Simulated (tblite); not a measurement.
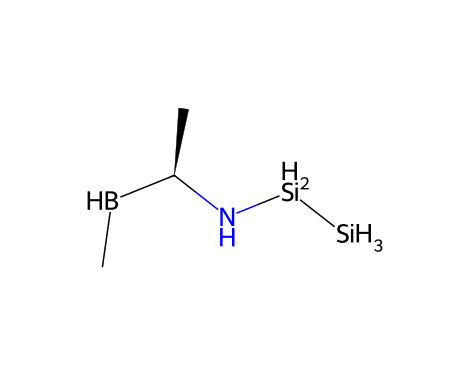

Figure made from data computed with tblite.

Skeletal drawing of a molecule.

Give its SMILES.

Answer. CB[C@@H](C)N[SiH2][SiH3]

Give the formula, hydrogens included.

Answer. C3H14BNSi2.

An optimisation with GFN2-xTB gave a structure of which point group?

Answer. C1.
